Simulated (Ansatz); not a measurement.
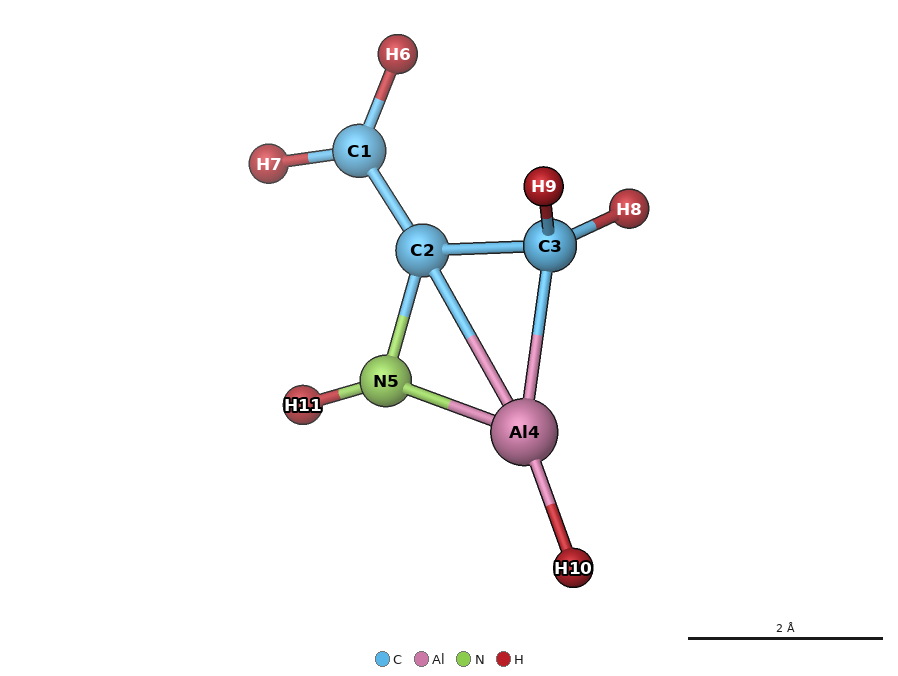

Orthographic view. Depth is shown by fading: the farther an atom, the more it takes the colour of the background. The computed structure is the end point of a PBE0-D4/def2-TZVP optimisation. No frequency run is at hand to confirm it as a minimum.

Write a Z-matrix (Å, degrees) in the order of the atom numbers, with these reference atoms: 2 to 1; 3 to 2, 1; 4 to 3, 2, 1; 5 to 2, 1, 3; 6 to 1, 2, 5; 7 to 1, 6, 2; 8 to 3, 2, 1; 9 to 3, 8, 2; 10 to 4, 5, 2; 11 to 5, 2, 1.

```
C  
C    1   1.335
C    2   1.528   1   126.9
Al   3   1.955   2    83.3   1   180.0
N    2   1.403   1   127.3   3   180.0
H    1   1.081   2   120.4   5   180.0
H    1   1.084   6   117.9   2   180.0
H    3   1.091   2   112.4   1   -61.1
H    3   1.091   8   108.1   2  -124.6
H    4   1.579   5   133.6   2   180.0
H    5   1.006   2   118.3   1     0.0
```
